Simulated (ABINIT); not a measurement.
**Quasiparticle gap of LiH (Fm-3m) in ABINIT**

Wanted: ground state, empty states, screening and self-energy for LiH (Fm-3m).

Program: ABINIT 10.8.3. Level of theory: PBE and many-body steps on it, plane waves. Results are calculated unless marked as measured.

The database entry behind the starting cell differs from later determinations by our own check (the deuteride, about 0.2 % short), so it need not match the best structure at ambient conditions.

### Step 1. Starting point

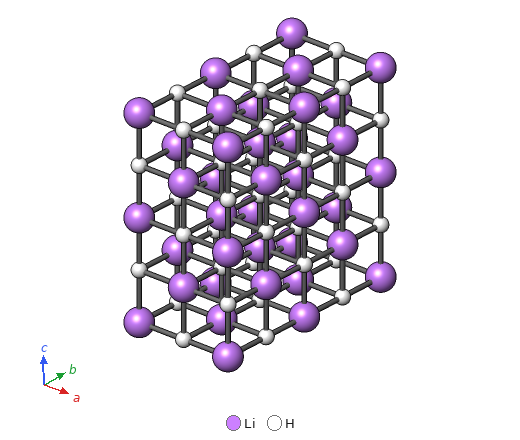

The starting structure, seen from a free direction (lithium purple, hydrogen white). 1×2×2 cells are drawn. This picture shows the conventional cell, with its axes. Some periodic images of atoms are drawn too.

The cell and positions come from the Crystallography Open Database and are kept as given unless a step says otherwise.

### Step 2. Ground state

This step: ABINIT 10.8.3; DFT, PBE, plane waves, norm-conserving pseudopotentials.

The ground-state density comes first.

run.abi reads:

```
acell 3*1.0 Angstrom
rprim 
  -0.000000000000 2.036750000000 2.036750000000
  2.036750000000 -0.000000000000 2.036750000000
  2.036750000000 2.036750000000 -0.000000000000
ntypat 2
znucl 3 1
natom 2
typat 1 2
xred 
  0.000000000000 0.000000000000 0.000000000000
  0.500000000000 0.500000000000 0.500000000000
pp_dirpath "pseudos"
pseudos "Li.upf, H.upf"
ecut 33
ngkpt 8 8 8
nshiftk 1
shiftk 0 0 0
kptopt 1
chksymbreak 0
nband 7
occopt 1
tolvrs 1e-10
nstep 60
prtwf 0
optforces 0
optstress 0
indata_prefix "in"
outdata_prefix "out"
tmpdata_prefix "tmp"
```

Run with:

```sh
OMP_NUM_THREADS=1 mpirun -n 8 abinit run.abi > log
```

Numbers of over 12 decimals in the logs are rounded to 6 here.

The log of the run:

```text
.Version 10.8.3 of ABINIT. v10.8.2 released Aug 2026.

 Symmetries : space group Fm -3 m (#225); Bravais cF (face-center cubic)
================================================================================
 Values of the parameters that define the memory need of the present run
     intxc =       0    ionmov =       0      iscf =       7    lmnmax =       4
     lnmax =       4     mgfft =      30  mpssoang =       2    mqgrid =    3001
     natom =       2  nloc_mem =       1    nspden =       1   nspinor =       1
    nsppol =       1      nsym =      48    n1xccc =       0    ntypat =       2
    occopt =       1   xclevel =       2
-    mband =           7        mffmem =           1         mkmem =           4
       mpw =        1042          nfft =       27000          nkpt =          29
================================================================================
  Rough estimation (10% accuracy) of disk space for files :
================================================================================

--------------------------------------------------------------------------------
------------- Echo of variables that govern the present computation ------------
--------------------------------------------------------------------------------
 -outvars: echo values of preprocessed input variables --------
            acell      1.8897261259E+00  1.8897261259E+00  1.8897261259E+00 Bohr

      chksymbreak           0
             ecut      3.30000000E+01 Hartree
-          fftalg         312

              ixc     -101130
              kpt      0.00000000E+00  0.00000000E+00  0.00000000E+00
                       1.25000000E-01  0.00000000E+00  0.00000000E+00
                       2.50000000E-01  0.00000000E+00  0.00000000E+00
                       3.75000000E-01  0.00000000E+00  0.00000000E+00
                       5.00000000E-01  0.00000000E+00  0.00000000E+00
                       1.25000000E-01  1.25000000E-01  0.00000000E+00
                       2.50000000E-01  1.25000000E-01  0.00000000E+00
                       3.75000000E-01  1.25000000E-01  0.00000000E+00
                       5.00000000E-01  1.25000000E-01  0.00000000E+00
   [... 18 further rows ...]
                      -3.75000000E-01  5.00000000E-01  1.25000000E-01
                      -2.50000000E-01  5.00000000E-01  2.50000000E-01
         kptrlatt        8    0    0      0    8    0      0    0    8
          kptrlen      4.35453291E+01
P           mkmem           4
            natom           2
            nband           7
            ngfft          30      30      30
             nkpt          29
            nstep          60
             nsym          48
           ntypat           2
              occ      2.000000  2.000000  0.000000  0.000000  0.000000  0.000000
                       0.000000
        optforces           0
        optstress           0
            prtwf           0
            rprim     -0.0000000000E+00  2.0367500000E+00  2.0367500000E+00
[...]
spgroup         225

           tolvrs      1.00000000E-10

             xred      0.0000000000E+00  0.0000000000E+00  0.0000000000E+00
[...]
znucl        3.00000    1.00000

================================================================================

 chkinp: Checking input parameters for consistency.

================================================================================
== DATASET  1 ==================================================================
-   mpi_nproc: 8, omp_nthreads: 1 (-1 if OMP is not activated)

--- !DatasetInfo
iteration_state: {dtset: 1, }
dimensions: {natom: 2, nkpt: 29, mband: 7, nsppol: 1, nspinor: 1, nspden: 1, mpw: 1042, }
cutoff_energies: {ecut:  33.0, pawecutdg:  -1.0, }
electrons: {nelect:   4.00000000E+00, charge:   0.00000000E+00, occopt:   1.00000000E+00, tsmear:   1.00000000E-02, }

 Real(R)+Recip(G) space primitive vectors, cartesian coordinates (Bohr,Bohr^-1):
 R(1)=  0.0000000  3.8488997  3.8488997  G(1)= -0.1299073  0.1299073  0.1299073
 R(2)=  3.8488997  0.0000000  3.8488997  G(2)=  0.1299073 -0.1299073  0.1299073
 R(3)=  3.8488997  3.8488997  0.0000000  G(3)=  0.1299073  0.1299073 -0.1299073
 Unit cell volume ucvol=  1.1403542E+02 bohr^3
 Angles (23,13,12)=  6.00000000E+01  6.00000000E+01  6.00000000E+01 degrees

 getcut: wavevector=  0.0000  0.0000  0.0000  ngfft=  30  30  30
         ecut(hartree)=     33.000   => boxcut(ratio)=   2.13368

--- Pseudopotential description ------------------------------------------------
- Li Generated using ONCVPSP code by D. R. Hamann
-  3.00000   3.00000  171031                  znucl, zion, pspdat
12 -101130 1 -1 1944                          pspcod,pspxc,lmax,lloc,mmax
     nproj     2     2
  pspatm : epsatm=    2.74360059
         --- l  ekb(1:nproj) -->
[...]
pspatm: atomic psp has been read  and splines computed

- H Generated using ONCVPSP code by D. R. Hamann
-  1.00000   1.00000  171031                  znucl, zion, pspdat
12 -101130 1 -1 1166                          pspcod,pspxc,lmax,lloc,mmax
     nproj     2     1
  pspatm : epsatm=    0.36186929
         --- l  ekb(1:nproj) -->
             0   -1.701123   -0.534484
             1   -0.503321
 pspatm: atomic psp has been read  and splines computed

   1.24218795E+01                                ecore*ucvol(ha*bohr**3)
--------------------------------------------------------------------------------

_setup2: Arith. and geom. avg. npw (full set) are    1032.553    1032.522

================================================================================

--- !BeginCycle
iteration_state: {dtset: 1, }
solver: {iscf: 7, nstep: 60, nline: 4, wfoptalg: 0, }
tolerances: {tolvrs: 1.00E-10, }

     iter   Etot(hartree)      deltaE(h)  residm     vres2
 ETOT  1  -7.811692    -7.812E+00 6.179E-02 2.587E+01
 ETOT  2  -7.817687    -5.995E-03 2.470E-04 4.040E-01
 ETOT  3  -7.817700    -1.248E-05 1.186E-04 6.596E-03
 ETOT  4  -7.817700    -1.199E-07 2.107E-04 1.152E-04
 ETOT  5  -7.817700    -3.355E-09 9.743E-05 1.581E-07
 ETOT  6  -7.817700    -7.532E-12 9.509E-05 2.306E-09
 ETOT  7  -7.817700    -1.954E-14 3.678E-05 2.465E-11

 At SCF step    7       vres2   =  2.47E-11 < tolvrs=  1.00E-10 =>converged.

--- !ResultsGS
iteration_state: {dtset: 1, }
comment   : Summary of ground state results
lattice_vectors:
- [ -0.0000000,   3.8488997,   3.8488997, ]
- [  3.8488997,  -0.0000000,   3.8488997, ]
- [  3.8488997,   3.8488997,  -0.0000000, ]
lattice_lengths: [   5.44317,    5.44317,    5.44317, ]
lattice_angles: [ 60.000,  60.000,  60.000, ] # degrees, (23, 13, 12)
lattice_volume:   1.1403542E+02
convergence: {deltae: -1.954E-14, res2:  2.465E-11, residm:  3.678E-05, diffor:  0.000E+00, }
etotal    :  -7.81769999E+00
entropy   :   0.00000000E+00
fermie    :  -1.27892219E-02
cartesian_stress_tensor: null
pressure_GPa: null
xred      :
- [  0.0000E+00,   0.0000E+00,   0.0000E+00, Li]
- [  5.0000E-01,   5.0000E-01,   5.0000E-01,  H]
cartesian_forces: null
force_length_stats: {min: null, max: null, mean: null, }

 Integrated electronic density in atomic spheres:
 ------------------------------------------------
 Atom  Sphere_radius  Integrated_density
    1        2.00000          2.24993717
    2        2.00000          1.27207296
================================================================================

 ----iterations are completed or convergence reached----

 Mean square residual over all n,k,spin=   27.132E-08; max=  36.778E-06
 reduced coordinates (array xred) for    2 atoms
       0.000000000000      0.000000000000      0.000000000000
       0.500000000000      0.500000000000      0.500000000000
 rms dE/dt=  0.0000E+00; max dE/dt=  0.0000E+00; dE/dt below (all hartree)
    1       0.000000000000      0.000000000000      0.000000000000
    2       0.000000000000      0.000000000000      0.000000000000

 cartesian coordinates (angstrom) at end:
    1      0.000000     0.000000     0.000000
    2      2.036750     2.036750     2.036750
 length scales=  1.889726125908  1.889726125908  1.889726125908 bohr
              =  1.000000000000  1.000000000000  1.000000000000 angstroms
 prteigrs : about to open file out_EIG
 Fermi (or HOMO) energy (hartree) =  -0.01279   Average Vxc (hartree)=  -0.30380
 Eigenvalues (hartree) for nkpt=  29  k points:
 kpt#   1, nband=  7, wtk=  0.00195, kpt=  0.0000  0.0000  0.0000 (reduced coord)
  -1.64081   -0.20586    0.55593    0.62682    0.62682    0.62682    0.79790
 prteigrs : prtvol=0 or 1, do not print more k-points.

--- !EnergyTerms
iteration_state     : {dtset: 1, }
comment             : Components of total free energy in Hartree
kinetic             :  5.77687050537605E+00
hartree             :  1.64440145734381E+00
xc                  : -2.05284246565355E+00
Ewald energy        : -3.40272690322020E+00
psp_core            :  1.08930009251063E-01
local_psp           : -5.17068083719169E+00
non_local_psp       : -4.72165175675936E+00
total_energy        : -7.81769999085388E+00
total_energy_eV     : -2.12730454006327E+02
band_energy         : -3.46840377958160E+00

== END DATASET(S) ==============================================================
================================================================================

 -outvars: echo values of variables after computation  --------
           etotal     -7.8176999909E+00
            nband           7
             nkpt          29
          spgroup         225
 [... the other variables as echoed above ...]

 Calculation completed.
```

It took 2 s on 8 MPI ranks of Intel Xeon Platinum 8488C (Sapphire Rapids), shared host; peak memory 0.07 GiB; 14 s of CPU time.

This step gave:

* total energy: -212.7305 eV
* gap: 3.022 eV
* k of the valence top: 0.5, 0.5, 0
* k of the conduction bottom: 0.5, 0.5, 0
* least direct gap: 3.022 eV

The gap is direct, at (0.500, 0.500, 0.000).

### Step 3. Bands along the symmetry lines

The cheap functional maps the bands first; the places of the edges decide which points the dearer methods must see.

run.abi reads:

```
acell 3*1.0 Angstrom
rprim 
  -0.000000000000 2.036750000000 2.036750000000
  2.036750000000 -0.000000000000 2.036750000000
  2.036750000000 2.036750000000 -0.000000000000
ntypat 2
znucl 3 1
natom 2
typat 1 2
xred 
  0.000000000000 0.000000000000 0.000000000000
  0.500000000000 0.500000000000 0.500000000000
pp_dirpath "pseudos"
pseudos "Li.upf, H.upf"
ecut 33
iscf -2
irdden 1
kptopt 0
nkpt 50
kpt 
  0.00000000 0.00000000 0.00000000
  0.06250000 0.00000000 0.06250000
  0.12500000 0.00000000 0.12500000
  0.18750000 0.00000000 0.18750000
  0.25000000 0.00000000 0.25000000
  0.31250000 0.00000000 0.31250000
  0.37500000 0.00000000 0.37500000
  0.43750000 0.00000000 0.43750000
  0.50000000 0.00000000 0.50000000
  0.51562500 0.03125000 0.51562500
  0.53125000 0.06250000 0.53125000
  0.54687500 0.09375000 0.54687500
  0.56250000 0.12500000 0.56250000
  0.57812500 0.15625000 0.57812500
  0.59375000 0.18750000 0.59375000
  0.60937500 0.21875000 0.60937500
  0.62500000 0.25000000 0.62500000
  0.37500000 0.37500000 0.75000000
  0.32812500 0.32812500 0.65625000
  0.28125000 0.28125000 0.56250000
  0.23437500 0.23437500 0.46875000
  0.18750000 0.18750000 0.37500000
  0.14062500 0.14062500 0.28125000
  0.09375000 0.09375000 0.18750000
  0.04687500 0.04687500 0.09375000
  0.00000000 0.00000000 0.00000000
  0.06250000 0.06250000 0.06250000
  0.12500000 0.12500000 0.12500000
  0.18750000 0.18750000 0.18750000
  0.25000000 0.25000000 0.25000000
  0.31250000 0.31250000 0.31250000
  0.37500000 0.37500000 0.37500000
  0.43750000 0.43750000 0.43750000
  0.50000000 0.50000000 0.50000000
  0.50000000 0.46875000 0.53125000
  0.50000000 0.43750000 0.56250000
  0.50000000 0.40625000 0.59375000
  0.50000000 0.37500000 0.62500000
  0.50000000 0.34375000 0.65625000
  0.50000000 0.31250000 0.68750000
  0.50000000 0.28125000 0.71875000
  0.50000000 0.25000000 0.75000000
  0.50000000 0.21875000 0.71875000
  0.50000000 0.18750000 0.68750000
  0.50000000 0.15625000 0.65625000
  0.50000000 0.12500000 0.62500000
  0.50000000 0.09375000 0.59375000
  0.50000000 0.06250000 0.56250000
  0.50000000 0.03125000 0.53125000
  0.50000000 0.00000000 0.50000000
istwfk *1
nband 9
nbdbuf 2
tolwfr 1e-08
nstep 40
prtwf 0
prtvol 0
indata_prefix "in"
outdata_prefix "out"
tmpdata_prefix "tmp"
```

The log of the run:

```text
.Version 10.8.3 of ABINIT. v10.8.2 released Aug 2026.

 Symmetries : space group Fm -3 m (#225); Bravais cF (face-center cubic)
[... echo of the input left out ...]
== DATASET  1 ==================================================================
-   mpi_nproc: 8, omp_nthreads: 1 (-1 if OMP is not activated)

--- !DatasetInfo
iteration_state: {dtset: 1, }
dimensions: {natom: 2, nkpt: 50, mband: 9, nsppol: 1, nspinor: 1, nspden: 1, mpw: 1056, }
cutoff_energies: {ecut:  33.0, pawecutdg:  -1.0, }
electrons: {nelect:   4.00000000E+00, charge:   0.00000000E+00, occopt:   1.00000000E+00, tsmear:   1.00000000E-02, }

 Real(R)+Recip(G) space primitive vectors, cartesian coordinates (Bohr,Bohr^-1):
 R(1)=  0.0000000  3.8488997  3.8488997  G(1)= -0.1299073  0.1299073  0.1299073
 R(2)=  3.8488997  0.0000000  3.8488997  G(2)=  0.1299073 -0.1299073  0.1299073
 R(3)=  3.8488997  3.8488997  0.0000000  G(3)=  0.1299073  0.1299073 -0.1299073
 Unit cell volume ucvol=  1.1403542E+02 bohr^3
 Angles (23,13,12)=  6.00000000E+01  6.00000000E+01  6.00000000E+01 degrees

 getcut: wavevector=  0.0000  0.0000  0.0000  ngfft=  30  30  30
         ecut(hartree)=     33.000   => boxcut(ratio)=   2.13368

--- Pseudopotential description ------------------------------------------------
- Li Generated using ONCVPSP code by D. R. Hamann
-  3.00000   3.00000  171031                  znucl, zion, pspdat
12 -101130 1 -1 1944                          pspcod,pspxc,lmax,lloc,mmax
     nproj     2     2
  pspatm : epsatm=    2.74360059
         --- l  ekb(1:nproj) -->
             0   -4.951544   -1.544797
             1   -2.250661   -0.474685
 pspatm: atomic psp has been read  and splines computed

- H Generated using ONCVPSP code by D. R. Hamann
-  1.00000   1.00000  171031                  znucl, zion, pspdat
12 -101130 1 -1 1166                          pspcod,pspxc,lmax,lloc,mmax
     nproj     2     1
  pspatm : epsatm=    0.36186929
         --- l  ekb(1:nproj) -->
             0   -1.701123   -0.534484
             1   -0.503321
 pspatm: atomic psp has been read  and splines computed

--------------------------------------------------------------------------------

================================================================================
 prteigrs : about to open file out_EIG
 Non-SCF case, kpt    1 (  0.00000  0.00000  0.00000), residuals and eigenvalues=
  1.04E-09  5.73E-09  1.06E-09  9.15E-09  1.08E-09  6.52E-09  3.73E-09  6.83E-07
  9.41E-08
 -1.6408E+00 -2.0586E-01  5.5593E-01  6.2682E-01  6.2682E-01  6.2682E-01
[...]
Non-SCF case, kpt    2 (  0.06250  0.00000  0.06250), residuals and eigenvalues=
  4.88E-09  5.09E-09  3.30E-09  6.01E-10  5.35E-10  9.11E-10  8.80E-09  1.05E-07
  1.20E-07
 -1.6407E+00 -2.0249E-01  5.3564E-01  5.9928E-01  5.9928E-01  6.4245E-01
[...]
Non-SCF case, kpt    3 (  0.12500  0.00000  0.12500), residuals and eigenvalues=
  3.91E-09  2.31E-09  2.95E-09  8.49E-10  2.84E-09  5.00E-09  1.54E-09  2.70E-06
  8.58E-09
 -1.6405E+00 -1.9235E-01  4.9312E-01  5.4826E-01  5.4826E-01  6.5630E-01
[...]
Non-SCF case, kpt   49 (  0.50000  0.03125  0.53125), residuals and eigenvalues=
[...]
-1.6390E+00 -1.3086E-02  9.9547E-02  3.6416E-01  3.7742E-01  5.0546E-01
[...]
Non-SCF case, kpt   50 (  0.50000  0.00000  0.50000), residuals and eigenvalues=
[...]
-1.6390E+00 -1.2789E-02  9.8269E-02  3.7629E-01  3.7629E-01  4.9077E-01
[...]
--- !ResultsGS
iteration_state: {dtset: 1, }
comment   : Summary of ground state results
lattice_vectors:
- [ -0.0000000,   3.8488997,   3.8488997, ]
- [  3.8488997,  -0.0000000,   3.8488997, ]
- [  3.8488997,   3.8488997,  -0.0000000, ]
lattice_lengths: [   5.44317,    5.44317,    5.44317, ]
lattice_angles: [ 60.000,  60.000,  60.000, ] # degrees, (23, 13, 12)
lattice_volume:   1.1403542E+02
convergence: {deltae:  0.000E+00, res2:  0.000E+00, residm:  9.990E-09, diffor:  0.000E+00, }
etotal    :  -7.81769999E+00
entropy   :   0.00000000E+00
fermie    :  -1.27892219E-02
cartesian_stress_tensor: null
pressure_GPa: null
xred      :
- [  0.0000E+00,   0.0000E+00,   0.0000E+00, Li]
- [  5.0000E-01,   5.0000E-01,   5.0000E-01,  H]
cartesian_forces: null
force_length_stats: {min: null, max: null, mean: null, }

 Integrated electronic density in atomic spheres:
 ------------------------------------------------
 Atom  Sphere_radius  Integrated_density
[...]
================================================================================

 ----iterations are completed or convergence reached----

 Mean square residual over all n,k,spin=   29.651E-10; max=  99.900E-10
 reduced coordinates (array xred) for    2 atoms
       0.000000000000      0.000000000000      0.000000000000
       0.500000000000      0.500000000000      0.500000000000

 cartesian coordinates (angstrom) at end:
    1      0.000000     0.000000     0.000000
    2      2.036750     2.036750     2.036750
 length scales=  1.889726125908  1.889726125908  1.889726125908 bohr
              =  1.000000000000  1.000000000000  1.000000000000 angstroms
 prteigrs : about to open file out_EIG
 Eigenvalues (hartree) for nkpt=  50  k points:
 kpt#   1, nband=  9, wtk=  1.00000, kpt=  0.0000  0.0000  0.0000 (reduced coord)
[...]
kpt#   2, nband=  9, wtk=  1.00000, kpt=  0.0625  0.0000  0.0625 (reduced coord)
[...]
kpt#   3, nband=  9, wtk=  1.00000, kpt=  0.1250  0.0000  0.1250 (reduced coord)
[...]
kpt#  49, nband=  9, wtk=  1.00000, kpt=  0.5000  0.0313  0.5313 (reduced coord)
  -1.63896   -0.01309    0.09955    0.36416    0.37742    0.50546    0.59859    1.20315
   1.22809
 kpt#  50, nband=  9, wtk=  1.00000, kpt=  0.5000  0.0000  0.5000 (reduced coord)
  -1.63897   -0.01279    0.09827    0.37629    0.37629    0.49077    0.59808    1.22697
   1.22753

== END DATASET(S) ==============================================================
================================================================================

 -outvars: echo values of variables after computation  --------
            nband           9
             nkpt          50
          spgroup         225
 [... the other variables as echoed above ...]

 Calculation completed.
```

The job ended after 1.9 s (8 MPI ranks; peak memory 0.07 GiB; 14 s of CPU time).

This step gave:

| Item | Value |
| --- | --- |
| gap | 3.022 eV |
| k of the valence top | 0.5, 0, 0.5 |
| k of the conduction bottom | 0.5, 0, 0.5 |
| least direct gap | 3.022 eV |

The gap is 3.022 eV, as in the run before at this level.

Electronic bands along the path, in eV, zero at the top of the highest filled band; v1 is the highest filled band, c1 the lowest empty one:

| point | v2 | v1 | c1 | c2 | c3 | c4 |
| --- | --- | --- | --- | --- | --- | --- |
| Γ | -44.30 | -5.25 | 15.48 | 17.40 | 17.40 | 17.40 |
| X | -44.25 | 0.00 | 3.02 | 10.59 | 10.59 | 13.70 |
| U | -44.25 | -0.47 | 4.13 | 7.41 | 11.68 | 15.68 |
| jump to K | -44.25 | -0.47 | 4.13 | 7.41 | 11.68 | 15.68 |
| Γ | -44.30 | -5.25 | 15.48 | 17.40 | 17.40 | 17.40 |
| L | -44.26 | -2.49 | 4.80 | 13.25 | 16.07 | 16.07 |
| W | -44.25 | -0.20 | 5.24 | 5.24 | 11.40 | 17.12 |
| X | -44.25 | 0.00 | 3.02 | 10.59 | 10.59 | 13.70 |

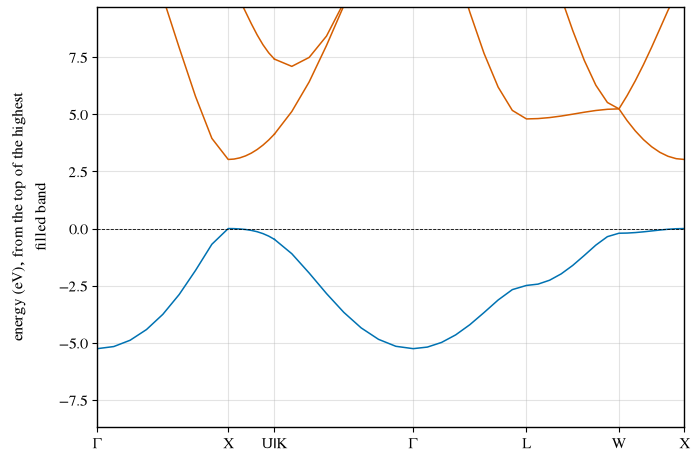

Electronic bands along the path; lines of filled and empty bands in two colours.

[end of part 1 of 2]

[Paths, hosts, dates, memory and timing lines, banners, echoed tables and standing remarks are left out of the program output.]

[Logs are printed without paths, hosts, clocks, repeated set-up lines and the standing remarks that a program may print on its own settings, such as how far it seeks lower states.]

[Runs of the session that timed out or met a known fault of the program may be left out.]

[Hosts, paths, dates, database ids (printed as entryN), source tags and the programs' standing remarks are cut or masked in the printed files.]

[G0W0 gaps are taken among the corrected bands and points alone; a level outside them can change the order at an edge.]

[Where Ansatz stands beside ABINIT at settings called matched, ABINIT's density can come from a denser mesh and the files from another edition; pairs whose starting gaps differed by over 0.03 eV were left out, so agreement reads better than it is.]
